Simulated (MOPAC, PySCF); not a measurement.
Breaking a bond: SMILES N (H3N), singlet. The N1–H4 bond (N1 also carries H, H; H4 carries nothing else) is stretched with both fragments frozen at the PBE0/def2-TZVP optimised geometry.

```
4

N      0.0000     0.0000     0.0000
H      0.0000     0.9679    -0.2973
H     -0.8803    -0.4023    -0.2973
H      0.0000     0.0000     1.0125
```

Computed with: RMP2 = MP2 on RHF/cc-pVTZ, 1 core orbital frozen (PySCF); UKS-LDA (SVWN5) = PySCF with unrestricted LDA (SVWN5)/cc-pVTZ; AM1, restricted, heats of formation (MOPAC).

Energies are in kJ/mol, each relative to the lowest point of its own curve near equilibrium.

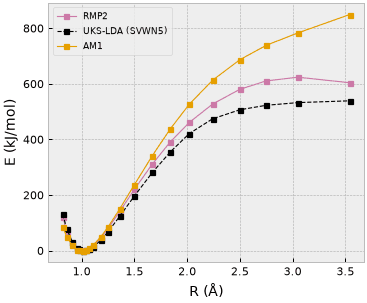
*Energy against bond length for each method.*

```
R / Å   RMP2  UKS-LDA (SVWN5)    AM1
-----  -----  ---------------  -----
0.82   122.2            131.3   85.7
0.86    69.1             76.5   49.0
0.91    27.4             32.3   18.8
0.96     6.1              8.6    3.4
0.97     3.8              5.8    1.8
1.01     0.0              0.0    0.0
1.04     1.9              0.3    2.8
1.07     7.0              4.0    8.5
1.11    18.0             12.9   20.2
1.18    45.4             36.9   48.9
1.25    79.8             67.7   85.0
1.36   140.6            123.2  149.8
1.50   220.5            196.7  237.2
1.67   311.5            280.9  341.6
1.84   390.9            354.9  437.9
2.02   460.8            420.9  526.5
2.24   526.9            473.9  612.5
2.50   580.3            506.6  686.8
2.75   610.4            522.7  738.5
3.05   623.7            532.3  783.1
3.54   603.9            538.8  849.0
```

At the longest distance, 3.54 Å, AM1 lies highest above its minimum (849.0 kJ/mol) and UKS-LDA (SVWN5) lowest (538.8 kJ/mol).

The RMP2 curve passes through a maximum at 3.05 Å and then falls by 19.8 kJ/mol up to the last usable point.

The restricted form behind RMP2, AM1 keeps the bonding electrons paired and can't separate into open-shell fragments. The T1 diagnostic of CCSD on the restricted reference of RMP2 exceeds 0.045 at 2.50 to 3.54 Å. The unrestricted determinant behind UKS-LDA (SVWN5) is spin-contaminated at 2.02 to 3.54 Å (<S²> up to 1.0, against 0.00 for a pure singlet).
